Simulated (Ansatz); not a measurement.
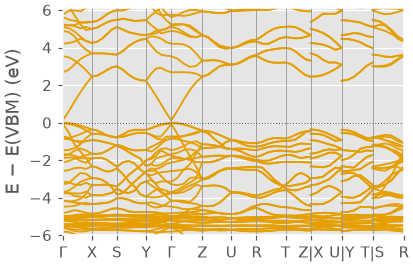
Band structure from PBE in the plane-wave PAW code Ansatz

Problem. Read off the gap and where the band edges lie.

Solution. About 0.1 eV (0.11 eV by a search for the band edges); maximum at Γ, minimum at Γ.

The material is ZnSnN2 in space group Pna2_1 (No. 33; Zn on 4a, Sn on 4a, N on 4a, N on 4a).

The cell was relaxed with PBE under the symmetry of its start. Spin–orbit coupling is left out wherever it is not named.

Potentials: the later of the program's two PAW sets.
